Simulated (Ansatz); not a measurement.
BFGeO

Input

```
crystal:
  periodic: [false, false, false]
  atoms:
    - {symbol: B, position_ang: [0.625319, 0.140727, -0.229078]}
    - {symbol: F, position_ang: [1.739614, 0.827741, -0.411666]}
    - {symbol: Ge, position_ang: [-0.834181, -1.247110, -0.252613]}
    - {symbol: O, position_ang: [-0.453613, 0.484481, 0.490877]}
basis:
  gaussian:
    orbitals: def2-TZVPD
hamiltonian:
  xc: {name: PBE0}
output: {forces: true, orbitals: {seedname: orbitals}}
```

Launched as:

```sh
ansatz run input.yaml --threads 1 --pin off --max-ram 2610MiB --events-out events.jsonl --progress --plain --runs-dir runs
```

Geometry: r2SCAN-D4/def2-SVP.

All numbers below come from isolated molecule in a Gaussian basis; Kohn-Sham density functional theory, functional PBE0 (Ansatz 0.2.0).

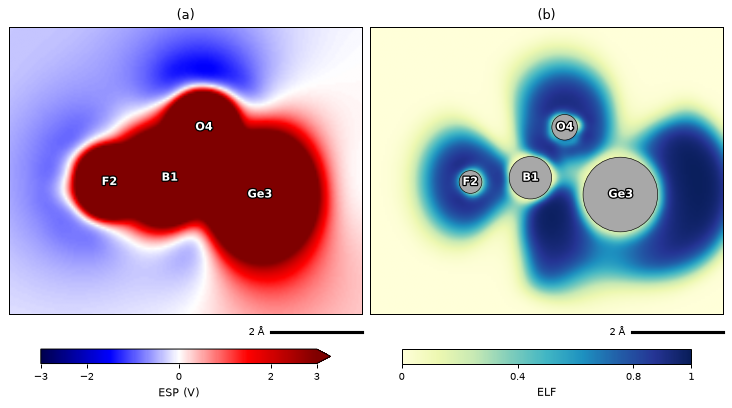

Figure 1. (a) molecular electrostatic potential; (b) ELF on the molecular plane. Grey discs cover the atomic cores in the ELF map.

Interpret the plot.

The plane passes through B, F, Ge and O nuclei.
B–F (1.32 Å): the ELF peaks at about 0.85 between the atoms: a polar covalent bond.
B–O (1.34 Å): the ELF peaks at about 0.90 between the atoms; a short, strongly polar bond.
Ge–O (1.92 Å): the ELF peaks at about 0.80 in the valence shell of O, 0.6 Å from its nucleus, and is about 0.30 at the midpoint.
Ge–B (2.01 Å): the ELF peaks at about 0.60 in the valence shell of B, 0.8 Å from its nucleus, and is about 0.45 at the midpoint.
The ELF also peaks beside F2 and O4, away from the bonds: lone-pair regions.
Outside the dense part of the molecule the potential is most negative (−1.5 V) near O4.

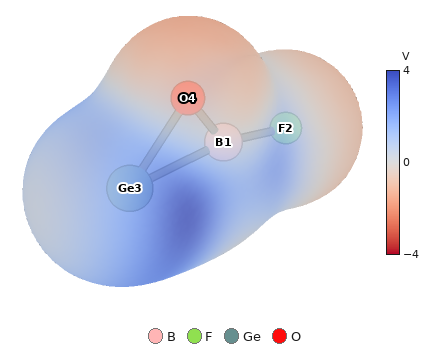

Figure 2. The electrostatic potential painted on the density surface at 0.004 e/bohr³, seen at a tilt; red is negative and blue positive.

Describe the electrostatic potential map.

The most negative region (about −1.4 V) lies over O4, the most positive (about +3.7 V) over Ge3. O4 is the likeliest acceptor of a hydrogen bond.

How polar is the molecule by this calculation?

Its dipole moment is 2.51 D.

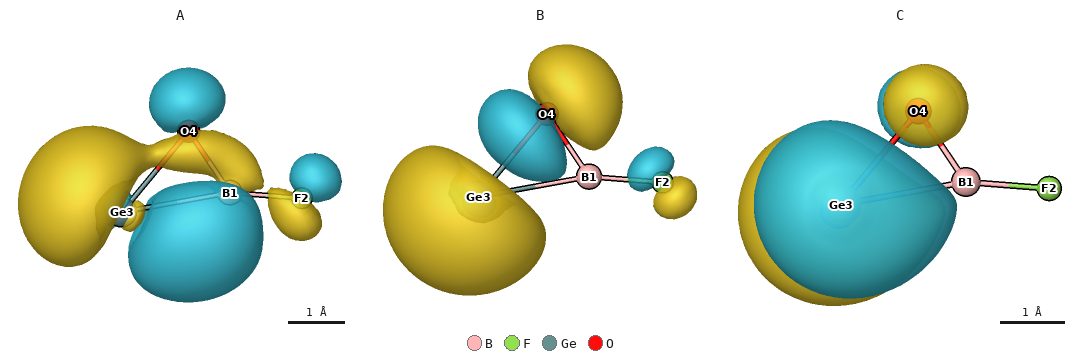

Figure 3. Three frontier orbitals at ±0.1 Å⁻³ᐟ² (yellow and cyan are the two phases), in no order.

Order the three orbitals by energy and name them.

B is the HOMO−1 (−9.53 eV). Its weight (Hirshfeld) is mainly on Ge3 (about 50 %) and O4 (about 45 %); it is symmetric in the molecular plane (an in-plane orbital: σ, lone-pair or in-plane π type). A is the HOMO (−6.55 eV). Its weight (Hirshfeld) is mainly on Ge3 (about 50 %), B1 (about 30 %) and O4 (about 15 %); it is symmetric in the molecular plane (an in-plane orbital: σ, lone-pair or in-plane π type). C is the LUMO (−3.09 eV). It lies mainly on Ge3 (about 80 %) and O4 (about 10 %); it changes sign across the molecular plane (π type); π-antibonding (a node) across B1–O4.

What is the HOMO–LUMO gap?

3.46 eV between the orbital energies.
